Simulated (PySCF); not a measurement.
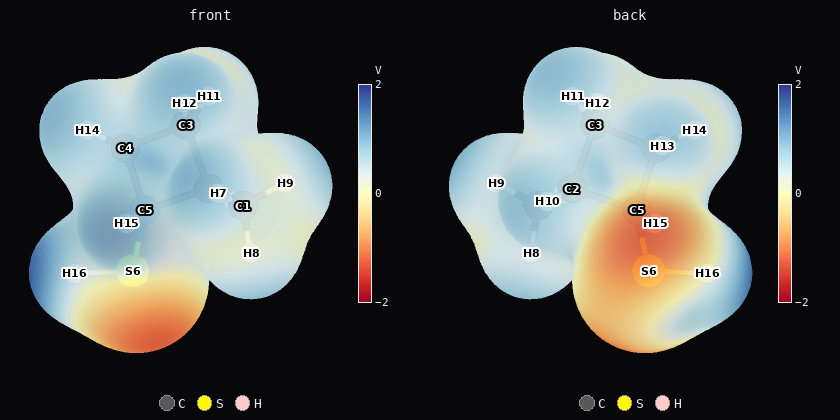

Figure 1: C5H10S. The molecular electrostatic potential painted on the density surface at 0.004 e/bohr³, seen from the front and from behind; the colour scale runs from red (negative) to blue (positive).

Geometry: GFN2-xTB.

Computed with PySCF 2.14.0, PBE0/def2-SVPD, SCF density, gas phase.

```xyz
16

C    -1.6386   -1.0689    0.1393
C    -0.1869   -0.7057   -0.0998
C     0.6862   -0.3938    1.1315
C     1.2168    0.8608    0.4213
C     0.0955    0.7142   -0.6150
S     0.5642    0.8141   -2.3784
H    -2.1191   -0.3258    0.7729
H    -2.1751   -1.1182   -0.8059
H    -1.7100   -2.0382    0.6278
H     0.2829   -1.4508   -0.7447
H     1.4263   -1.1444    1.3972
H     0.0873   -0.1561    2.0082
H     2.2022    0.7104   -0.0148
H     1.2165    1.7861    0.9945
H    -0.7384    1.3979   -0.4577
H     0.7826    2.1273   -2.3878
```

**Which sites attract a positive test charge, and which a negative one?**

A positive charge is drawn to the negative regions and a negative charge to the positive ones. The most negative region (about −1.3 V) lies over S6, the most positive (about +1.6 V) over H16.

**How polar is the molecule by this calculation?**

Its dipole moment is 1.75 D.
